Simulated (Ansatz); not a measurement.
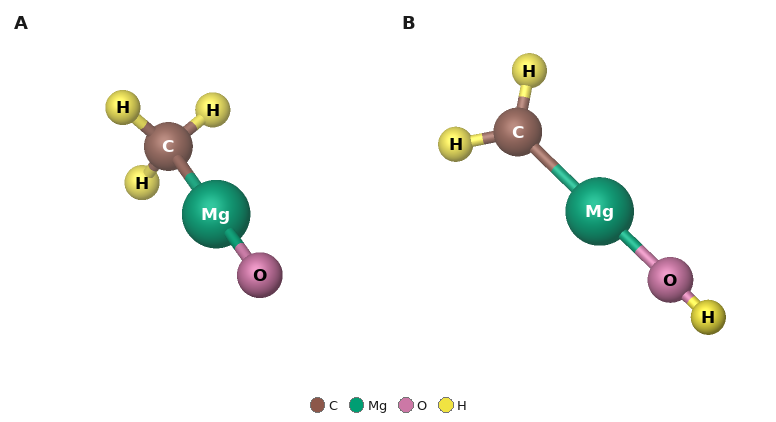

2 stationary structures of one formula. The species is neutral and a spin doublet. Geometries: PBE0-D4/def2-TZVP. Electronic energies: UHF-CCSD(T) (frozen core)/def2-TZVPP (Ansatz 0.2.0), without zero-point energy. No frequency run is at hand to confirm each as a minimum.

Which is lowest in energy, and by how much?

B is lowest; A lies 21.6 kcal/mol above it.

Give E(B) − E(A) in kcal/mol at these levels too: ωB97M-V/def2-TZVPP; PBE-D4/def2-TZVPP; UHF-CCSD(T) (frozen core)/def2-TZVPP; r2SCAN-D4/def2-TZVPP; B3LYP-D4/def2-TZVPP; PBE0-D4/def2-TZVPP; PBE0-D4/def2-TZVP.

| level | E(B) − E(A) (kcal/mol) |
| --- | --- |
| ωB97M-V/def2-TZVPP | −20.1 |
| PBE-D4/def2-TZVPP | −20.9 |
| UHF-CCSD(T) (frozen core)/def2-TZVPP | −21.6 |
| r2SCAN-D4/def2-TZVPP | −22.7 |
| B3LYP-D4/def2-TZVPP | −19.9 |
| PBE0-D4/def2-TZVPP | −20.1 |
| PBE0-D4/def2-TZVP | −19.3 |
